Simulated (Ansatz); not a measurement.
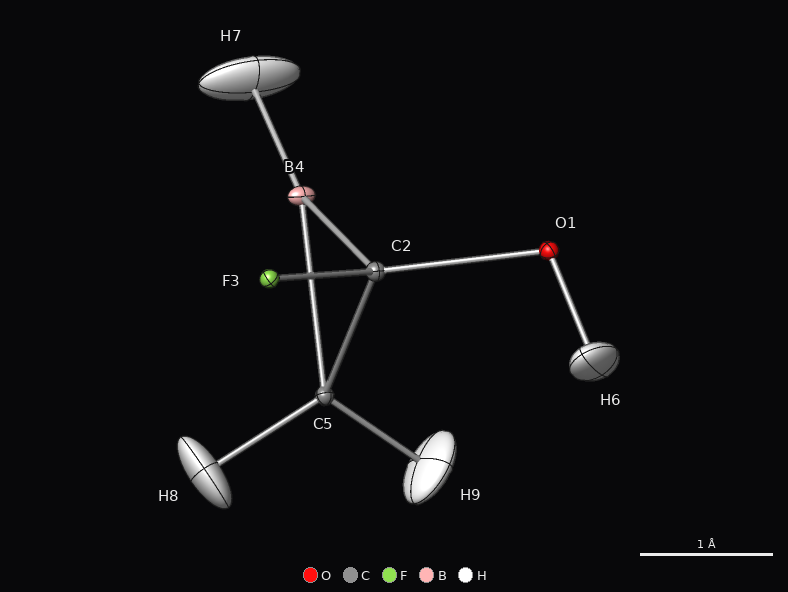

Displacement ellipsoids at the 50 % level, from the internal vibrations of the free molecule (harmonic, no overall translation or rotation; no half-axis is drawn under 0.075 Å). Vibrations computed with RKS PBE0-D4/def2-TZVP (Ansatz 0.2.0). Temperature: 200 K.

### Which atom moves most?

H7, with U_eq = 0.0342 Å².

### Does H7 move more along its bond or across it?

Across it: the root-mean-square amplitude is 0.084 Å along the bond and up to 0.271 Å across, since bending and torsion are softer than stretching.

Give the displacement parameters, one line for each set of equivalent atoms.

```
atom  U_eq (Å²)   rms amplitudes (Å)
  O1     0.0017  0.032, 0.033, 0.054
  C2     0.0018  0.031, 0.039, 0.052
  F3     0.0015  0.030, 0.031, 0.051
  B4     0.0027  0.031, 0.042, 0.074
  C5     0.0014  0.029, 0.040, 0.042
  H6     0.0227  0.078, 0.125, 0.215
  H7     0.0342  0.084, 0.148, 0.271
  H8     0.0254  0.080, 0.161, 0.210
  H9     0.0248  0.080, 0.155, 0.210
```
